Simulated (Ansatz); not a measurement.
# BH3Se (SMILES B[SeH]): functionals against CCSD(T) at one geometry

The atoms stand at a structure displaced at random from a GFN2-xTB minimum. How far do the functionals agree with CCSD(T) there?

Computed with Ansatz 0.2.0, Gaussian basis. Level: single points in def2-TZVPP.

Cores are frozen in the correlated methods. Filled d shells of the heavier atoms are correlated.

**1. The starting structure**

SMILES `B[SeH]`, 5 atoms, charge 0, spin multiplicity 1.

Atoms are counted from 1 here; the program's logs count them from 0.

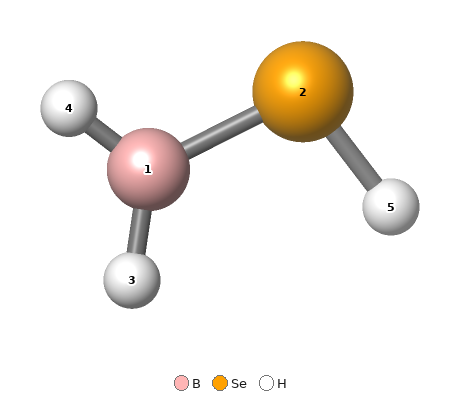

The starting geometry (boron pink, selenium orange, hydrogen white); atoms are numbered from 1 in the order of the file.

Geometry (Å):

```
B    -0.0708   -0.6071    0.0695
Se    0.9696    0.8566   -0.2788
H    -1.2108   -0.5712    0.3662
H     0.4173   -1.5430    0.0200
H    -0.0271    1.9958   -0.0279
```

**2. CCSD(T)/def2-TZVPP**

Contents of run/in.yaml:

```yaml
crystal:
  periodic: [false, false, false]
  atoms:
    - {symbol: B, position_ang: [-0.070800, -0.607100, 0.069500]}
    - {symbol: Se, position_ang: [0.969600, 0.856600, -0.278800]}
    - {symbol: H, position_ang: [-1.210800, -0.571200, 0.366200]}
    - {symbol: H, position_ang: [0.417300, -1.543000, 0.020000]}
    - {symbol: H, position_ang: [-0.027100, 1.995800, -0.027900]}
basis:
  gaussian: {orbitals: def2-TZVPP}
correlation: {method: ccsd_t}
output: {forces: true}
```

No record of the launch command was kept for these runs.

**3. PBE0-D4/def2-TZVPP**

run/in.yaml: that of step 2 with these lines changed.

```diff
@@ -10,3 +10,3 @@
   gaussian: {orbitals: def2-TZVPP}
-correlation: {method: ccsd_t}
-output: {forces: true}
+hamiltonian: {xc: pbe0, dispersion: d4}
+output: {forces: true, orbitals: {seedname: orbitals}}
```

**4. wB97M-V/def2-TZVPP**

run/in.yaml: that of step 3 with these lines changed.

```diff
@@ -10,3 +10,3 @@
   gaussian: {orbitals: def2-TZVPP}
-hamiltonian: {xc: pbe0, dispersion: d4}
-output: {forces: true, orbitals: {seedname: orbitals}}
+hamiltonian: {xc: {name: wB97M-V}}
+output: {forces: true}
```

**5. r2SCAN-D4/def2-TZVPP**

run/in.yaml: that of step 4 with these lines changed.

```diff
@@ -10,3 +10,3 @@
   gaussian: {orbitals: def2-TZVPP}
-hamiltonian: {xc: {name: wB97M-V}}
+hamiltonian: {xc: r2scan, dispersion: d4}
 output: {forces: true}
```

**6. PBE-D4/def2-TZVPP**

run/in.yaml: that of step 5 with these lines changed.

```diff
@@ -10,3 +10,3 @@
   gaussian: {orbitals: def2-TZVPP}
-hamiltonian: {xc: r2scan, dispersion: d4}
+hamiltonian: {xc: pbe, dispersion: d4}
 output: {forces: true}
```

**7. LC-wPBE/def2-TZVPP**

run/in.yaml: that of step 6 with these lines changed.

```diff
@@ -10,3 +10,3 @@
   gaussian: {orbitals: def2-TZVPP}
-hamiltonian: {xc: pbe, dispersion: d4}
+hamiltonian: {xc: {name: LC-wPBE}}
 output: {forces: true}
```

**8. revPBE-D4/def2-TZVPP**

run/in.yaml: that of step 7 with these lines changed.

```diff
@@ -10,3 +10,3 @@
   gaussian: {orbitals: def2-TZVPP}
-hamiltonian: {xc: {name: LC-wPBE}}
+hamiltonian: {xc: {name: revPBE}, dispersion: d4}
 output: {forces: true}
```

(Steps that only read results are left out.)

Before running it: what results should come out? Wanted: energy less free atoms, CCSD(T)/def2-TZVPP; RMS force component; RMS force error; HOMO and LUMO, PBE0-D4; T1 diagnostic.

The runs gave:

| quantity | value |
| --- | --- |
| energy less free atoms, CCSD(T)/def2-TZVPP | -14.719 eV |
| RMS force component | 1.639 to 1.694 eV/Å over the methods |
| RMS force error | PBE0-D4 0.096, wB97M-V 0.074, r2SCAN-D4 0.085, PBE-D4 0.177, LC-wPBE 0.175, revPBE-D4 0.174 eV/Å |
| HOMO and LUMO, PBE0-D4 | -8.06 and -1.32 eV |
| T1 diagnostic | 0.012 |

Against CCSD(T) the functionals' energies less atoms differ by -0.508 to -0.096 eV, PBE-D4 by -0.498 eV. CCSD(T) in triple zeta still lacks some correlation energy of the bonds, so part of these gaps is its own basis error and they don't rank the functionals. On forces the order runs from wB97M-V to PBE-D4. Frozen-core CCSD(T) forces in triple zeta carry basis errors of their own, and this is one geometry, so small gaps rank nothing.
